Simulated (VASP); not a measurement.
Band structure of ZrO₂ (fluorite). Calculation: revPBE GGA, VASP's PBE PAW potentials (set 64) (plane waves; VASP).

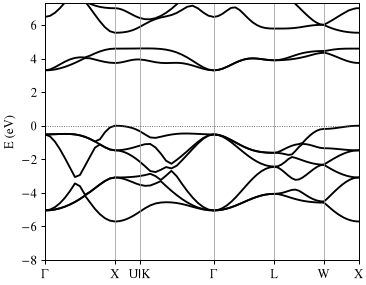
Fig. 1. Bands along high-symmetry lines, zero at the valence-band maximum or, without a gap, the Fermi level

Task: Read the plot: is there a gap, and where are the band edges?

Result: The gap is indirect, 3.30 eV, from the valence maximum at X to the conduction minimum at Γ. (Edges off the drawn lines would not show.)

The compound is ZrO2 in the fluorite structure, the high-temperature cubic form, which is unstable at 0 K; the monoclinic form is the stable one. It was relaxed first.
